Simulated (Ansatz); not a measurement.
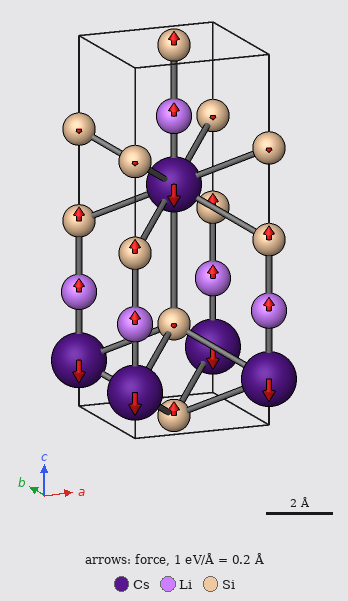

Starting geometry of solid CsLiSi$_{2}$ (a generated structure, set up in I4mm) (coarse preliminary run) with the computed forces as red arrows. The picture is a ball-and-stick view of the conventional cell (2 times the calculation's cell), seen slightly off an axis. Lengths and directions refer to the drawn axes.

The calculation used Ansatz, DFT PBE, scalar-relativistic, plane waves, PAW. (plane-wave cutoff 420 eV; k-point mesh 6 × 6 × 6; occupations gaussian; smearing width 0.1 eV; no spin polarisation; cell and atoms relaxed; force threshold 0.04 eV/Å; at most 70 steps)

### Is this structure relaxed? If not, where do the atoms go?

It isn't relaxed: the largest force vector, on the Cs atom, is 3.72 eV/Å. The atoms end up moving mostly along the starting forces (cosine between the two patterns 0.98). The energy falls by 782 meV per atom in 9 accepted moves (10 points after the start). The largest force component goes from 3.7 to 0.011 eV/Å. The pressure goes from 3.02 to 0.08 GPa. The SCF was repeated once at an unchanged geometry on a basis and grid sized afresh for the cell, which shifted the energy by 2.8 meV per atom at most. The Cs atom moves most relative to the cell: 0.98 Å along −c. By element the largest moves are Cs 0.98 Å, Si 0.71 Å, Li 0.39 Å. The volume changes by +35.0 %, with a = b 4.430 → 5.078 Å (+14.6 %), c 11.651 → 11.972 Å (+2.8 %). Some distances before and after: Cs–Li 2.149 → 3.572 Å, Cs–Si 3.448 → 4.284 Å, Si–Si 2.884 → 2.134 Å, Cs–Si 4.383 → 3.649 Å. New bonds form: Si–Si (2.88 → 2.13 Å). Bond angles that change, for instance: Cs–Si–Cs 130.6° → 173.5°, Cs–Si–Li 114.7° → 86.8°, Cs–Si–Cs 130.6° → 113.9°. The space group stays I4mm (No. 107).
